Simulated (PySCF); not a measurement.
**C4H7PSSi (SMILES Cc1pcc([SiH3])s1): density, localisation and related maps**

```xyz
14

C     2.9249   -0.3961   -0.0693
C     1.5221    0.1127   -0.0577
P     1.0673    1.7507    0.1654
C    -0.6552    1.3932    0.0332
C    -1.0495    0.1116   -0.1764
Si   -2.8125   -0.5217   -0.3518
S     0.2437   -1.0311   -0.2878
H     3.0766   -1.1343    0.7195
H     3.1550   -0.8766   -1.0213
H     3.6191    0.4276    0.0837
H    -1.3834    2.1854    0.1171
H    -3.0591   -1.5078    0.7016
H    -3.6963    0.6346   -0.2161
H    -2.9533   -1.1487   -1.6672
```

Geometry: GFN2-xTB.

Method: B3LYP/def2-SVPD, SCF density, gas phase in PySCF.

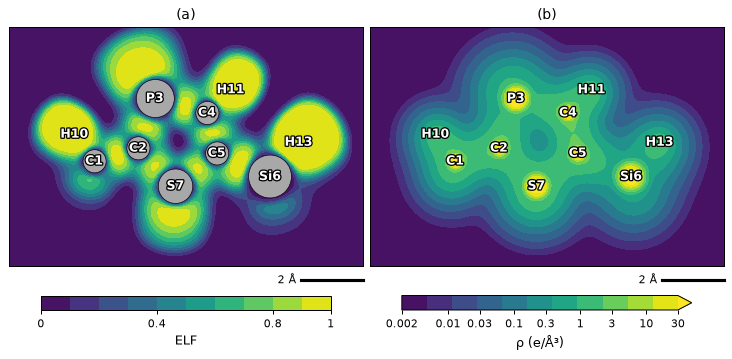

Figure 1. (a) ELF; (b) total electron density on the plane of atoms C4, C5 and S7. Grey discs cover the atomic cores in the ELF map.

**Interpret the plot.**

- The plane passes through C, P, Si, S and H nuclei.
- C–C (1.36 Å): ρ is about 2.2 e/Å³ halfway; the ELF peaks at about 0.95 between the atoms; a covalent bond.
- C–P (1.71 Å): ρ is about 1.3 e/Å³ halfway; the ELF peaks at about 0.95 between the atoms, as expected for localised, covalent bonding.
- C–S (1.73 Å): the density is about 1.4 e/Å³ at the midpoint; the ELF peaks at about 0.90 between the atoms (localised, covalent bonding).
- C–Si (1.88 Å): ρ at the midpoint is about 0.93 e/Å³; the ELF peaks at about 0.95 between the atoms; a shared electron pair.
- C–H (1.08 Å): ρ at the midpoint is about 2 e/Å³; the ELF climbs to about 1 towards the hydrogen, as it does in any bond to H; an ordinary covalent bond to hydrogen.
- The ELF also peaks beside S7 and P3, away from the bonds: lone-pair regions.

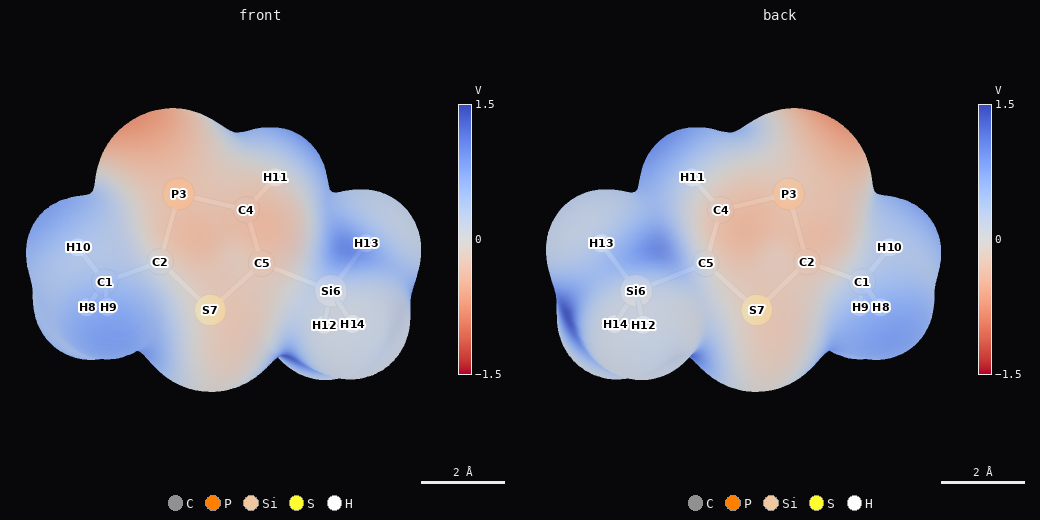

Figure 2. The electrostatic potential painted on the density surface at 0.002 e/bohr³, seen from the front and from behind; the colour scale runs from red (negative) to blue (positive).

**Where is the surface potential most negative and most positive?**

The most negative region (about −0.7 V) lies over P3, the most positive (about +1.3 V) over Si6.

**How polar is the molecule by this calculation?**

Its dipole moment is 0.81 D.
